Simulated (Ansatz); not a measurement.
# SrLiH3 (model cell, started as cubic perovskite with Sr in the octahedra): phonons and vibrational spectra, part 2 of 3

Wanted: phonon frequencies of SrLiH3 (model cell, started as cubic perovskite with Sr in the octahedra) and what follows from them.

Ansatz 0.2.0; DFT PBEsol, scalar-relativistic, plane waves, PAW.

So far. Step 3 (Relaxation): Little changed from the start: no atom moved by 0.005 Å and no cell edge by 0.1 %. The relaxed cell has a = 4.595 Å (conventional setting).

The structure was built from a prototype and need not be the compound's stable phase.

**4. Tight relaxation**

Phonons need a cell at rest on their own settings, so the relaxation is repeated with tight tolerances on forces and stress on the k mesh and occupations of the first response run.

File input.yaml:

```yaml
crystal:
  lattice:
    - [4.5948765194, 0.0, 0.0]
    - [0.0, 4.5948765194, 0.0]
    - [0.0, 0.0, 4.5948765194]
  atoms:
    - { symbol: Li, position: [0.0, 0.0, 0.0] }
    - { symbol: Sr, position: [0.5, 0.5, 0.5] }
    - { symbol: H, position: [0.5, 0.5, 0.0] }
    - { symbol: H, position: [0.5, 0.0, 0.5] }
    - { symbol: H, position: [0.0, 0.5, 0.5] }
kpoints:
  mp_grid: { grid: [8, 8, 8] }
hamiltonian:
  xc: pbesol
scf:
  occupations: { method: fixed }
output:
  forces: true
  stress: true
  eigenvalues: true
  write_density: true
  write_potential: true
  elf: true
  volumetric_format: npy
relax:
  adjacent_minimum: "off"
  f_tol: 0.001
  max_steps: 60
  cell: { stress_tol: 0.01 }
```

Started as:

```bash
ansatz run input.yaml --threads 8 --pin off --max-ram 14336MiB --backend cpu --events-out ev --progress --plain --runs-dir out
```

Numbers of over 12 decimals in the logs are rounded to 6 here.

Output:

```text
[...]
Crystal: 5 atoms, lattice volume = 97.011 Å³
Basis set: ecut = 420 eV, 1863 PW (Γ), exchange–correlation on 64×64×64 points (8 copies of the dense FFT grid, shifted against one another)
Bands: 13, of which v1, the nominal top of the filled ones, is band 8 counted from 1 (7 counted from 0)
Symmetry: 48 space group operations
[...]
k-points: 35 of 512
[...]
--- Relaxed structure (2 steps of the walk, 2 accepted, 1 SCFs on fresh bases) ---
[...]
cell:  # Å, volume = 96.8529 Å³
    - [4.592377, 0, 0]
    - [0, 4.592377, 0]
    - [0, 0, 4.592377]
  atoms:
    - { symbol: Li, position: [0, 0, 0] }
    - { symbol: Sr, position: [0.500000, 0.500000, 0.500000] }
    - { symbol: H, position: [0.500000, 0.500000, 0] }
    - { symbol: H, position: [0.500000, 0, 0.500000] }
    - { symbol: H, position: [0, 0.500000, 0.500000] }
[key lines of the parts left out:]
SCF converged after 5 iterations
Free energy (F): -3742.316088 eV
Fermi energy:    0.729304 eV
P = ⅓ Tr σ = -0.0031 GPa (-0.031 kbar)
```

Elapsed: 1.3 s, on 8 threads of Arm Neoverse V2, shared host; peak memory 0.42 GiB.

Little changed from the start: no atom moved by 0.005 Å and no cell edge by 0.1 %.

This step gave:

```yaml
pressure: -0.003083 GPa
gap_on_the_k_mesh: 1.664 eV
volume_per_atom: 19.37 Å³
direct_gap_on_mesh: 2.118 eV
```

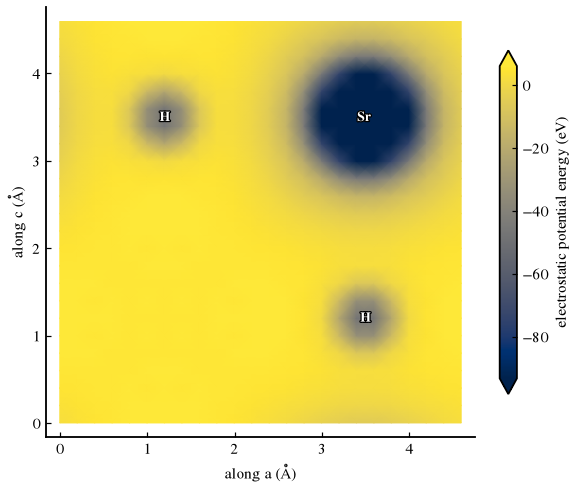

Electrostatic potential energy in the ac plane at fractional y = 0.500, with atoms of Sr and H within 0.2 Å of it. With pseudopotentials it is smooth inside the atoms' cores, unlike the true potential. The map starts off the cell's origin, so that atoms lie inside it.

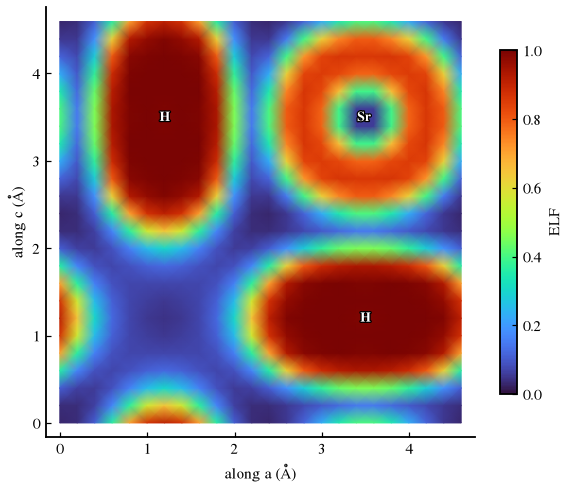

ELF in the ac plane at fractional y = 0.500, with atoms of Sr and H within 0.2 Å of it. It is the smooth field of the valence electrons, not physical close to the nuclei. The map starts off the cell's origin, so that atoms lie inside it.

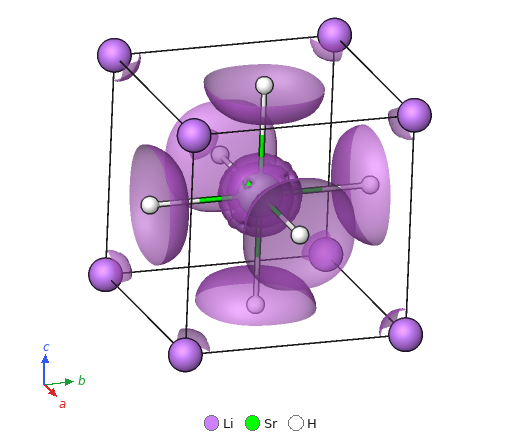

Surface of ELF = 0.85.

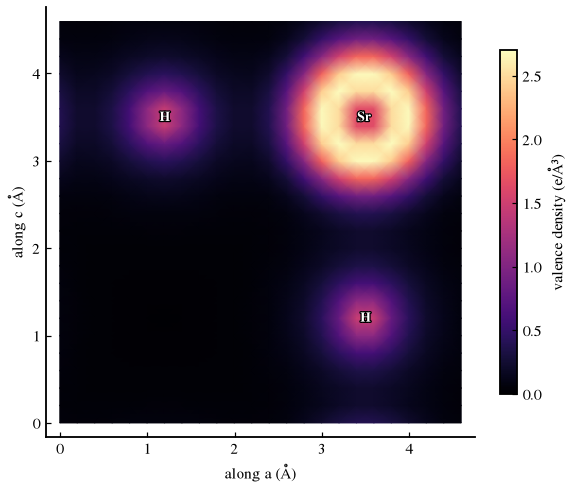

Valence density in the ac plane at fractional y = 0.500, with atoms of Sr and H within 0.2 Å of it. It is the smooth field of the valence electrons, not physical close to the nuclei. The map starts off the cell's origin, so that atoms lie inside it.

The forces vanish by symmetry and the pressure is -0.003 GPa, within the tolerances set. The cell now holds 19.37 Å³/atom.

**5. Linear response at the zone centre**

The zone centre comes first: it holds the modes that light can see, as far as symmetry allows. The response to a homogeneous field gives the Born charges and the dielectric tensor.

File input.yaml:

```yaml
crystal:
  lattice:
    - [4.5923772974, 0.0, 0.0]
    - [0.0, 4.5923772974, 0.0]
    - [0.0, 0.0, 4.5923772974]
  atoms:
    - { symbol: Li, position: [0.0, 0.0, 0.0] }
    - { symbol: Sr, position: [0.5, 0.5, 0.5] }
    - { symbol: H, position: [0.5, 0.5, 0.0] }
    - { symbol: H, position: [0.5, 0.0, 0.5] }
    - { symbol: H, position: [0.0, 0.5, 0.5] }
kpoints:
  mp_grid: { grid: [8, 8, 8] }
hamiltonian:
  xc: pbesol
scf:
  occupations: { method: fixed }
output:
  eigenvalues: true
phonons:
  method: dfpt
  dielectric: true
  rigid_motions: translations
```

Output:

```text
[...]
Crystal: 5 atoms, lattice volume = 96.853 Å³
Basis set: ecut = 420 eV, 1863 PW (Γ), exchange–correlation on 64×64×64 points (8 copies of the dense FFT grid, shifted against one another)
Bands: 13, of which v1, the nominal top of the filled ones, is band 8 counted from 1 (7 counted from 0)
Symmetry: 48 space group operations
k-points: 170 of 512 (irreducible under 2 space group operations, time reversal used)
[...]
SCF iter   1: F=—  HF=-3742.325932 eV  |F-HF|=—  |Δ(HF+E_count)|=         —  Δρ=6.18e-3  dr2=3.57e-2  ethr=1.77e-3  ⟨swp⟩=5.4  Hψ=12836  notcnv=0  defer=329
[...]
SCF iter   8: F=-3742.316088 eV  HF=-3742.316088 eV  |F-HF|=3.18e-12  |Δ(HF+E_count)|=  2.60e-10  Δρ=1.00e-7  dr2=8.50e-12  ethr=1.00e-12  ⟨swp⟩=14.0  Hψ=17665  notcnv=0
SCF 1 converged in 8 iterations: F = -3742.316088 eV  dr2 = 8.50e-12
[...]
DFPT response loops at Γ: preconditioner auto → none (the input reference at scf.mixing.eps_inf says where Resta's filter doesn't serve); β = 0.50; Broyden in place of MSR1
── the response to a field inside a basis, on 8×8×8 k-points: an SCF that follows is theirs, and a resumed run solves both again ──
Bands: 9, of which v1, the nominal top of the filled ones, is band 8 counted from 1 (7 counted from 0)
k-points: 20 of 512
[...]
Eigensolver: Dense (20 Hₖ)
SCF iter   1: F=—  HF=-3742.315247 eV  |F-HF|=—  |Δ(HF+E_count)|=         —  Δρ=1.54e-4  dr2=4.58e-6  ethr=1.00e-1
[...]
SCF iter   3: F=-3742.315252 eV  HF=-3742.315252 eV  |F-HF|=5.17e-9  |Δ(HF+E_count)|=   1.33e-6  Δρ=5.80e-6  dr2=3.23e-8  ethr=7.49e-9
SCF 1 converged in 3 iterations: F = -3742.315252 eV  dr2 = 3.23e-8
[...]
SCF converged after 8 iterations
Free energy (F): -3742.316088 eV
[...]
Internal energy: -3742.316088 eV  (E = F + TS)
E sigma→0 (E₀):  -3742.316088 eV
Fermi energy:    0.729304 eV
[...]
--- Band table (eV; the first three rows and the last of 170) ---
  k-point 0: bands = [... 4 lower, -14.1340, -2.5207, -0.2758, -0.2758, 5.8724, 5.8724, 5.8724, 6.0194, ... 1 higher]
  k-point 1: bands = [... 4 lower, -14.1332, -2.4134, -0.2554, -0.2341, 5.1913, 5.7674, 5.7674, 6.6098, ... 1 higher]
  k-point 2: bands = [... 4 lower, -14.1311, -2.1334, -0.2050, -0.1607, 4.6624, 5.5419, 5.5419, 6.9526, ... 1 higher]
  k-point 169: bands = [... 4 lower, -14.2435, 0.7293, 0.7293, 0.7293, 2.9950, 2.9950, 2.9950, 5.1768, ... 1 higher]
--- Phonons (Γ-DFPT): 4 representative perturbations + reference, on 170 of 512 k-points (Σ response iterations 12) ---
  k mesh reduced under 2 symmetry operations, with k and −k counted as one. Each operation leaves every solved perturbation unchanged. A smaller set is not considered because the run solves the response to a homogeneous field
  ASR residual: 4.160e-5 → 0.000e0 eV/Å²; symmetrization residual: 2.815e-7 eV/Å²
  ASR residual per site (eV/Å²): 2.16e-6 4.16e-5 2.60e-5 2.60e-5 2.60e-5
  Γ frequencies (cm⁻¹): -421.03 -421.03 -421.03 -418.93 -418.93 -418.93 0.00 0.00 0.00 241.57 241.57 241.57 1287.16 1287.16 1287.16
  ε∞ (high-frequency dielectric tensor):
        3.840870     0.000000    -0.000000
        0.000000     3.840870     0.000000
       -0.000000     0.000000     3.840870
  softest optical mode at Γ: -421.03 cm⁻¹; the repairs (sum rule, projections) moved no ω² at Γ by more than (2.86 cm⁻¹)²
  Born effective charges Z* (e; rows j = field, columns β = displacement):
    site 0:
         1.42424   -0.00000   -0.00000
        -0.00000    1.42424    0.00000
        -0.00000    0.00000    1.42424
    site 1:
         1.59732    0.00000    0.00000
         0.00000    1.59732    0.00000
         0.00000    0.00000    1.59732
    site 2:
        -1.01766   -0.00000   -0.00000
        -0.00000   -1.01766    0.00000
        -0.00000    0.00000   -0.98623
    site 3:
        -1.01766   -0.00000   -0.00000
         0.00000   -0.98623    0.00000
        -0.00000    0.00000   -1.01766
    site 4:
        -0.98623   -0.00000   -0.00000
         0.00000   -1.01766   -0.00000
        -0.00000    0.00000   -1.01766
  Z* charge neutrality: 4.104e-3 e pre-enforcement
  solved inside a basis spanned on kpoints, on 8×8×8 k-points, its susceptibility summed on 12×12×12: ε∞ is read to err by 1.1e-2, Z* by 1.2e-2 e (field_mesh: kpoints solves on kpoints); Z* is corrected for what the basis lacks
  optical modes at Γ without the LO–TO term, one row a degenerate level:
      ω (cm⁻¹)  modes    IR ((D/Å)²/amu)
       -421.03      3             0.0000
       -418.93      3           156.8470
        241.57      3            12.2599
       1287.16      3            62.1432
  optical modes at Γ + LO–TO along q̂ = [1.0000, 0.0000, 0.0000]:
      ω (cm⁻¹)  modes    IR ((D/Å)²/amu)
       -421.03      3             0.0000
       -418.93      2           104.5646
        114.32      1             8.7653
        241.57      2             8.1733
        411.66      1            39.0117
       1287.16      2            41.4288
       1341.29      1            29.3064
  optical modes at Γ + LO–TO along q̂ = [0.0000, 1.0000, 0.0000]:
      ω (cm⁻¹)  modes    IR ((D/Å)²/amu)
       -421.03      3             0.0000
       -418.93      2           104.5646
        114.32      1             8.7653
        241.57      2             8.1733
        411.66      1            39.0117
       1287.16      2            41.4288
       1341.29      1            29.3064
  optical modes at Γ + LO–TO along q̂ = [0.0000, 0.0000, 1.0000]:
      ω (cm⁻¹)  modes    IR ((D/Å)²/amu)
       -421.03      3             0.0000
       -418.93      2           104.5646
        114.32      1             8.7653
        241.57      2             8.1733
        411.66      1            39.0117
       1287.16      2            41.4288
       1341.29      1            29.3064
```

The job ended after 13 s (8 threads; peak memory 0.99 GiB).

Reading the cycles: dr2 is the Hartree energy of the density residual (eV), the measure of convergence; HF is the Harris–Foulkes estimate of the energy, which meets the free energy F at convergence.

Numbers from this step:

* sum-rule residual before enforcement: 4.16e-5 eV/Å²
* miss of the charge sum rule: 0.004104 e
* estimated error of the dielectric tensor: 0.01137
* estimated error of the Born charges: 0.01188 e
* point group: m-3m
* highest optical mode at the zone centre (no LO-TO term): 1287 cm⁻¹
* lowest optical zone-centre mode: -421.0 cm⁻¹
* mean high-frequency dielectric constant: 3.841
* largest Born charge (third of the trace): 1.597 e
* top of the zone-centre spectrum with the field: 1341 cm⁻¹

Without the LO-TO term. Patterns of degenerate modes are one choice out of their space. The modes at Γ (shares of kinetic energy by element, %) (negative means imaginary):

```
mode  frequency (cm⁻¹)  symmetry  Li %  Sr %  H %
   1            -421.0       T2u     0     0  100
   2            -421.0       T2u     0     0  100
   3            -421.0       T2u     0     0  100
   4            -418.9       T1u    32     0   67
   5            -418.9       T1u    32     0   67
   6            -418.9       T1u    32     0   67
   7               0.0  acoustic     7    90    3
   8               0.0  acoustic     7    90    3
   9               0.0  acoustic     7    90    3
  10             241.6       T1u    60     9   30
  11             241.6       T1u    60     9   30
  12             241.6       T1u    60     9   30
  13            1287.2       T1u     0     1   99
  14            1287.2       T1u     0     1   99
  15            1287.2       T1u     0     1   99
```

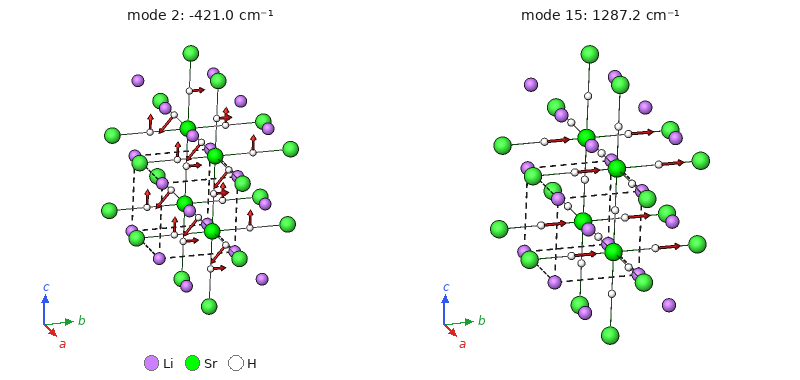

Displacement patterns of modes 2 and 15 at Γ; arrows are exaggerated. 2×1×2 cells are drawn. Some periodic images of atoms are drawn too.

Optical modes at the zone centre, without and with the macroscopic field of the longitudinal modes; each column is sorted by frequency, so a row need not hold one and the same mode. Modes with and without the field, by row:

```
rank among optical modes  no field (cm⁻¹)  q along (1, 0, 0) (cm⁻¹)
                       1             -421                      -421
                       2             -421                      -421
                       3             -421                      -421
                       4           -418.9                    -418.9
                       5           -418.9                    -418.9
                       6           -418.9                     114.3
                       7            241.6                     241.6
                       8            241.6                     241.6
                       9            241.6                     411.7
                      10             1287                      1287
                      11             1287                      1287
                      12             1287                      1341
```

Born charge (rows field, columns displacement) (e), principal values of the symmetric part by kind of site:

```
atom  atoms with these values    low  middle   high   mean
 Li1                        1   1.42    1.42   1.42   1.42
 Sr2                        1   1.60    1.60   1.60   1.60
  H3                        3  -1.02   -1.02  -0.99  -1.01
```

In full for H3:

```
-1.02  0.00  0.00
 0.00 -1.02  0.00
 0.00  0.00 -0.99
```

High-frequency dielectric tensor:

```
3.84 0.00 0.00
0.00 3.84 0.00
0.00 0.00 3.84
```

Transverse modes; imaginary modes are left out. Infrared lines, with heights relative to the strongest:

```
position (cm⁻¹)  label  relative intensity
            242    T1u                  20
           1287    T1u                 100
```

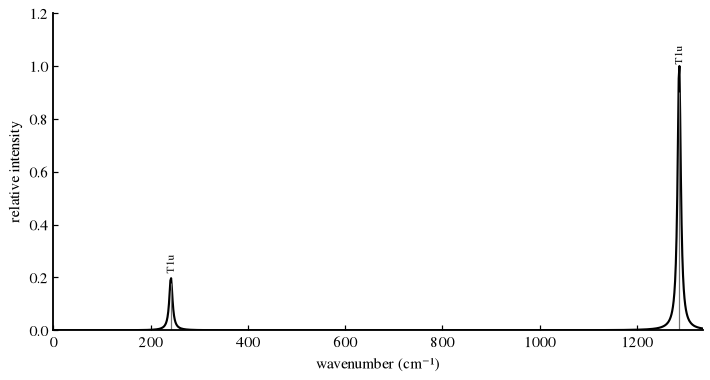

The infrared spectrum, broadened with Lorentzians of width 8 cm⁻¹; bars mark the lines.

Before it was imposed, the acoustic sum rule was missed by 4.2e-5 eV/Å² and the charge sum rule by 0.0041 e. Small misses are needed for a sound result but don't prove that mesh and cutoff are converged. The lowest optical mode is imaginary, 421.0i cm⁻¹, so the energy falls along it.

(Continued in part 3 of 3.)

[Logs are printed without paths, hosts, clocks, repeated set-up lines and the standing remarks that a program may print on its own settings, such as how far it seeks lower states.]

[Hosts, paths, dates, database ids (printed as entryN), source tags and the programs' standing remarks are cut or masked in the printed files.]
